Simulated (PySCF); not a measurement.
The calculation's input:

```
{"job": {"kind": "uv", "xc": "PBE0", "basis": "def2-SVPD", "ip": true, "dynamic": true}, "charge": 0, "multiplicity": 1}
C      2.302236    -0.546772    -0.451986
C      0.940339    -0.017984    -0.179109
N     -0.148978    -0.776363    -0.046402
N     -1.127978     0.071912     0.170152
C     -2.472904    -0.366959     0.435884
N     -0.791012     1.346343     0.203876
C      0.506504     1.309166    -0.018447
F      1.232711     2.403609    -0.074413
H      3.020339     0.279604    -0.536109
H      2.323722    -1.120408    -1.390442
H      2.638810    -1.215183     0.354638
H     -3.147776     0.476226     0.252551
H     -2.714423    -1.200473    -0.235052
H     -2.576526    -0.700694     1.479628
```

Run with:

```sh
OMP_NUM_THREADS=1 python probes_run.py task.json out
```

Geometry: PBE0-D3(BJ)/def2-SVP.

Level of theory: PBE0/def2-SVPD, SCF density, gas phase (PySCF).

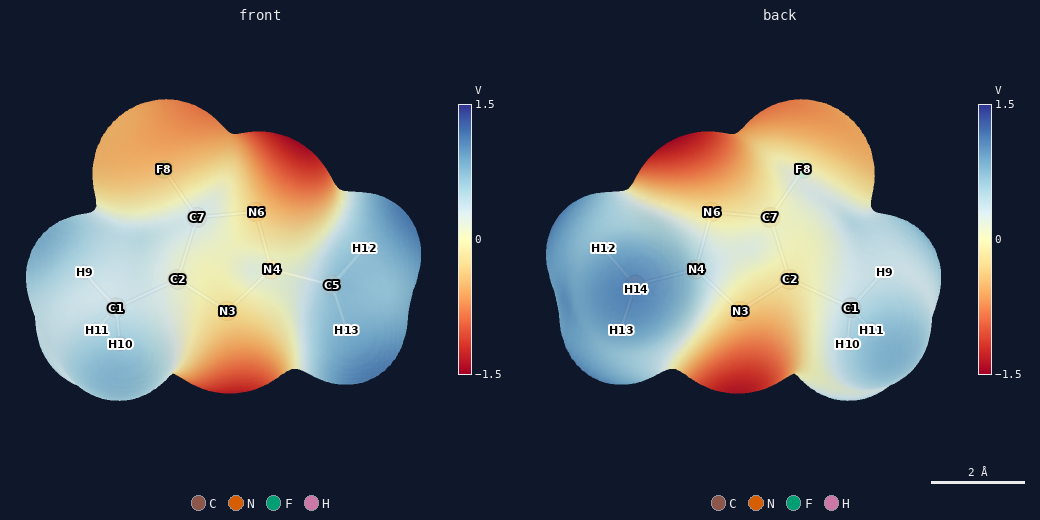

C4H6FN3 (SMILES Cc1nn(C)nc1F). The electrostatic potential painted on the density surface at 0.002 e/bohr³, seen from the front and from behind; the colour scale runs from red (negative) to blue (positive).

Question: Where is the surface potential most negative and most positive?

Answer: The most negative region (about −1.4 V) lies over N6, the most positive (about +1.1 V) over H12, H13 and H14. N6 is the likeliest acceptor of a hydrogen bond.

Question: How polar is the molecule by this calculation?

Answer: Its dipole moment is 1.73 D.
